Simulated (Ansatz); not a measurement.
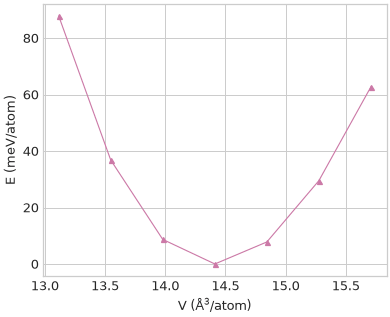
Figure. La₂WN₄ in space group I4/mmm (No. 139; La on 4e, W on 2a, N on 4e, N on 4c) under volume change, plane-wave PAW r²SCAN (Ansatz code), shape and atoms relaxed at each volume.

### Question
What does a third-order Birch–Murnaghan fit give for V₀, B₀ and B′?

### Answer
V₀ = 14.41 Å³/atom, B₀ = 202 GPa, B′ = 4.5.

The start of the workflow was typed in or built on a structure type; neither database checked (COD, Materials Project) lists it. Its standing as an ambient phase is unchecked. The cell was relaxed with r²SCAN under the symmetry of its start; whether a distortion lowers the energy is not shown. The workflow began spin-polarised and lost its moments. Spin–orbit coupling is left out wherever it is not named.

Potentials: the later of the program's two PAW sets.
